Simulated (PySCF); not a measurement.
AlF$_{2}$H$_{4}$NSi ((F)2Al-NH-SiH3)

The calculation's input:

```
{"job": {"kind": "uv", "xc": "CAM-B3LYP", "basis": "def2-SVPD", "ip": true, "nstates": 15}, "charge": 0, "multiplicity": 1}
Al    -1.376153    -0.833247    -0.675198
F     -2.274022     0.454712    -1.187345
F     -1.964948    -2.357354    -0.929139
N      0.178416    -0.615705     0.128738
Si     1.047230     0.855915     0.482356
H      0.649957    -1.473596     0.410439
H      2.352715     0.926613    -0.246070
H      1.341151     0.986196     1.943634
H      0.178392     1.987036     0.046915
```

Launched as:

```sh
OMP_NUM_THREADS=1 python probes_run.py task.json out
```

Geometry: PBE0-D3(BJ)/def2-SVP.

Level of theory: CAM-B3LYP/def2-SVPD, SCF density, gas phase (PySCF).

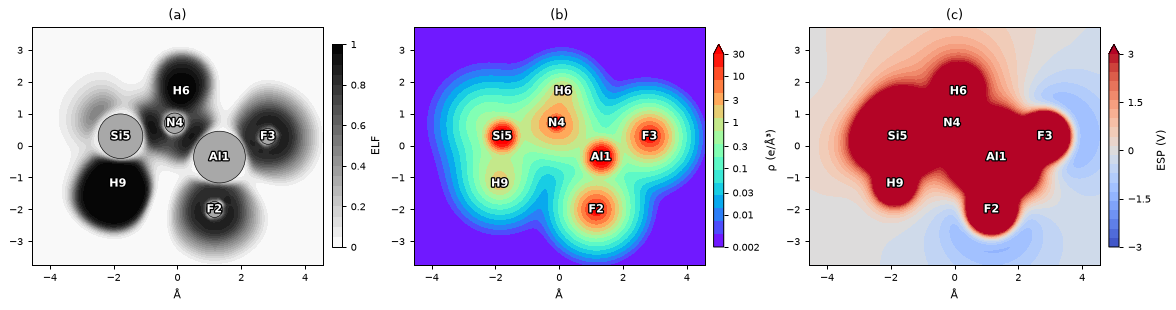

Figure 1. (a) electron localisation function; (b) electron density; (c) molecular electrostatic potential on the plane of atoms Al1, N4 and H6. Grey discs cover the atomic cores in the ELF map.

> Describe what can be read from this map.

- The plane passes through Al, F, N, Si and H nuclei.
- Al–F (1.65 Å): ρ is about 0.83 e/Å³ halfway; the ELF peaks at about 0.85 in the valence shell of F, 0.6 Å from its nucleus, and is about 0.30 at the midpoint.
- Si–N (1.75 Å): the density is about 1 e/Å³ at the midpoint; the ELF peaks at about 0.90 between the atoms; a polar covalent bond.
- Al–N (1.76 Å): ρ at the midpoint is about 0.87 e/Å³; the ELF peaks at about 0.90 in the valence shell of N, 0.7 Å from its nucleus, and is about 0.60 at the midpoint.
- N–H (1.02 Å): ρ at the midpoint is about 2.7 e/Å³; the ELF climbs to about 1 towards the hydrogen, as it does in any bond to H (an ordinary covalent bond to hydrogen).
- Si–H (1.49 Å): the density is about 0.78 e/Å³ at the midpoint; the ELF climbs to about 1 towards the hydrogen.
- The ELF also peaks beside F2 and F3, away from the bonds: lone-pair regions.
- Outside the dense part of the molecule the potential is most negative (−1.3 V) near F2.

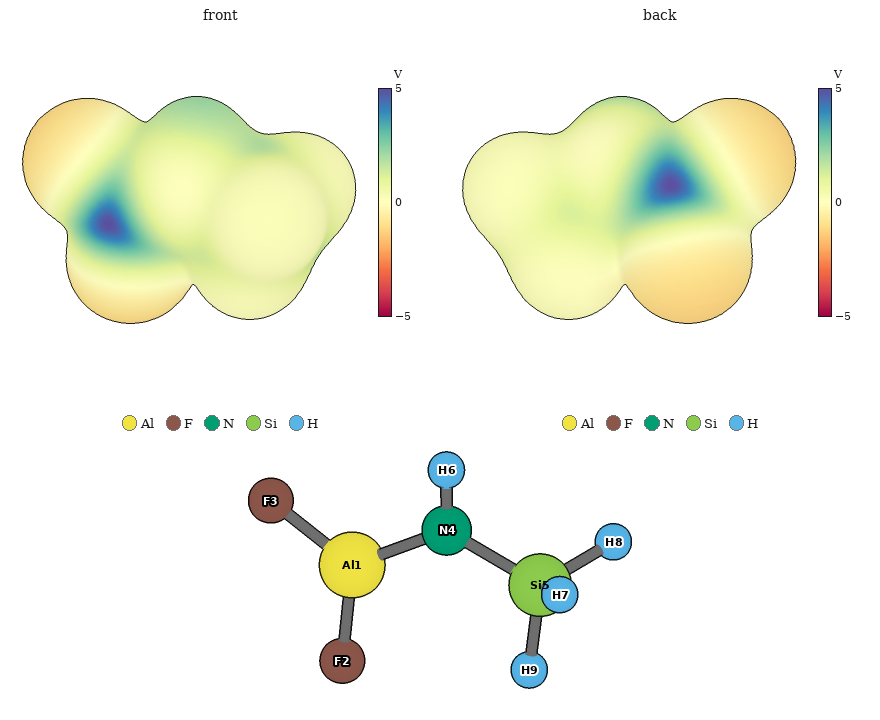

Figure 2. The electrostatic potential painted on the density surface at 0.002 e/bohr³, seen from the front and from behind; red is negative and blue positive. The bare structure is drawn below in the same view.

> Which sites attract a positive test charge, and which a negative one?

A positive charge is drawn to the negative regions and a negative charge to the positive ones. The most negative region (about −1.2 V) lies over F2 and F3, the most positive (about +4.7 V) over Al1.
